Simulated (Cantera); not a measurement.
Charge: 1 mol TEOS, 15 mol NO, 31 mol H₂, equilibrated at 44.0 mbar.

Cantera equilibrium calculation (NASA polynomials, part measured and part estimated; ideal gas, pure solids and liquids). Candidate condensed phases: C, C₆H₆, C₇H₈, C₈H₁₈, H₂O, Si, SiC, SiO₂, Si₂N₂O, Si₃N₄; 151 gas species. The feed counts by its element totals alone. The tables hold silica as quartz up to 1696 K and as liquid above; real silica turns to tridymite and cristobalite and melts near 1996 K. Rates play no part.

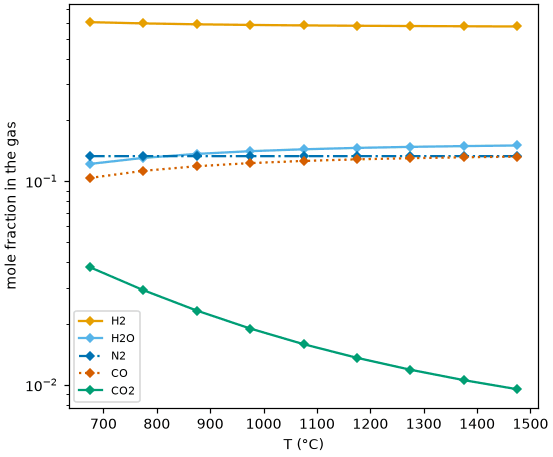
Fig. 1. Equilibrium gas composition (values under 1e-9 drawn at 1e-9)

From 675 °C to 1375 °C the condensed part is SiO₂(β-quartz). At 1475 °C the condensed part is SiO₂(condensed).
